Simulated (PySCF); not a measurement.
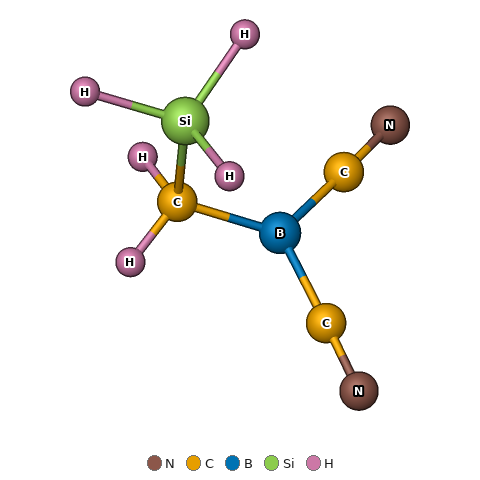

Geometry used (C₃H₅BN₂Si, SMILES N#CB(C#N)C[SiH3]).

Simulated rotational absorption lines between 18 and 26 GHz at 3 K: rigid rotor with the equilibrium constants and dipole of one optimised conformer (PBE0-D3(BJ)/def2-SVP, PySCF 2.14.0), commonest isotopes; no centrifugal distortion, hyperfine structure, internal rotation or nuclear-spin weights; lines within 1 MHz of each other are summed.

> What are the rotational constants, and what kind of rotor is it?

Rotational constants A, B, C = 2.233, 1.605, 1.046 GHz; Ray's κ = −0.06, an asymmetric top midway between the limits.

> Which dipole components drive the lines?

|μa|, |μb|, |μc| = 3.76, 0.11, 1.71 D; a-type lines carry 87 % of the intensity in this range.

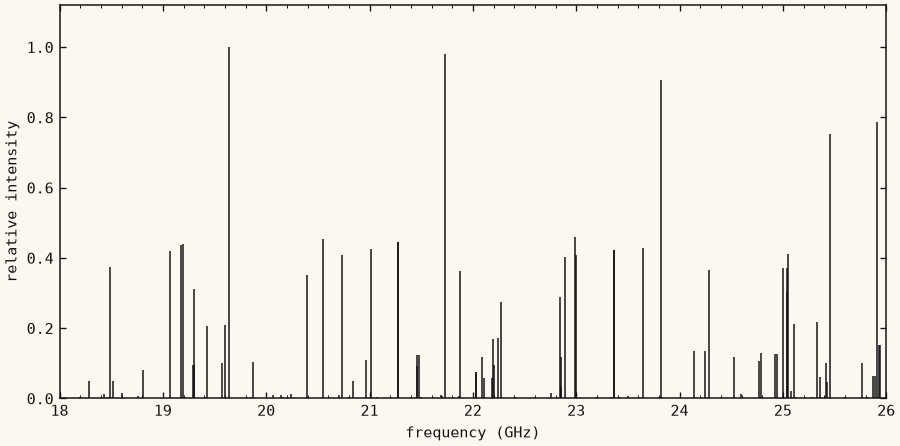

Note: coarse grid, loose stop and no frequency check, small forces are noise and the end may be a saddle.
